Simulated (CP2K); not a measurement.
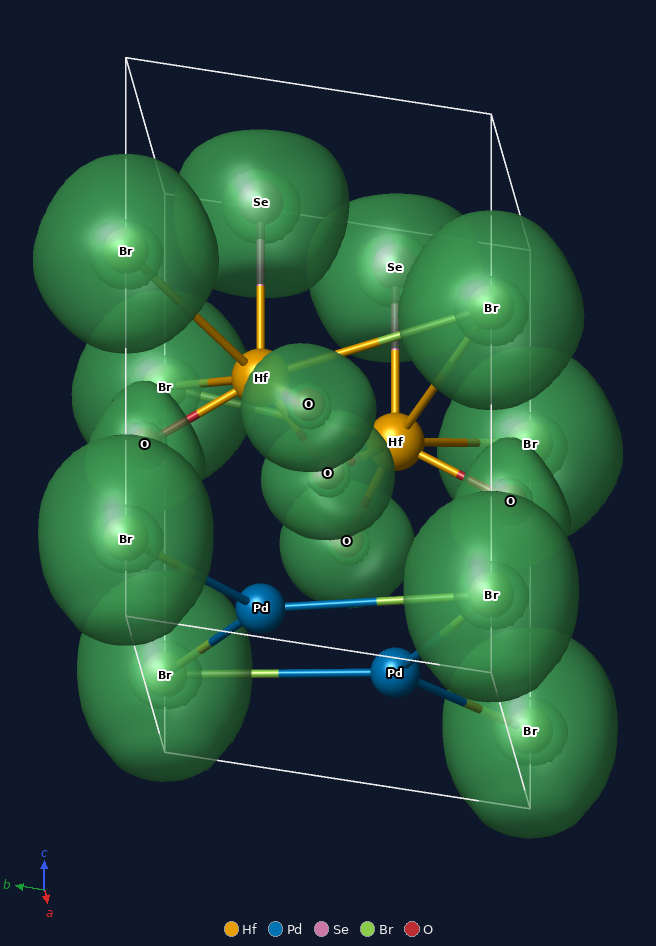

Hf$_{2}$Pd$_{2}$Se$_{2}$Br$_{2}$O$_{3}$. Isosurface of the electron localisation function at 0.65 (green), seen at an oblique angle. Only the valence region is drawn (cores and ρ < 0.01 e/Å³ removed). Sticks mark near contacts.

Space group P6mm; a generated structure, not necessarily the stable one; not relaxed (largest force 0.9 eV/Å).

Computed with CP2K, Kohn-Sham DFT of a periodic cell, PBE, GTH-PBE with UZH-TZVP basis.

Core electrons are replaced by pseudopotentials, and the valence fields are smoothed inside the atomic spheres.

```
CELL_PARAMETERS angstrom
5.75899 0.00000 0.00000
-2.87949 4.98743 0.00000
0.00000 0.00000 8.52547
ATOMIC_POSITIONS crystal
Hf 0.33332 0.66666 0.54201
Hf 0.66666 0.33332 0.54201
Pd 0.33332 0.66666 0.12880
Pd 0.66666 0.33332 0.12880
Se 0.33332 0.66666 0.85572
Se 0.66666 0.33332 0.85572
Br 0.99999 0.99999 0.13895
Br 0.99999 0.99999 0.65384
O 0.49999 0.99999 0.42963
O 0.99999 0.49999 0.42963
O 0.49999 0.49999 0.42963
```

What do the ELF domains correspond to?

Answer. The surface consists of two regions wrapped around Br (the valence shell of each), three regions wrapped around O (the valence shell of each) and two regions wrapped around Se (the valence shell of each), counted in one cell of 11 atoms. Any copies at cell faces, edges or corners count once. Along the contacts the grid gives the following. Hf–O (1.92 Å): the ELF peaks at about 0.85 in the valence shell of O, 0.5 Å from its nucleus, and drops to about 0.25 between the two atoms (no localised pair shows between them). Pd–Se (2.33 Å): the ELF is about 0.25 at the midpoint.
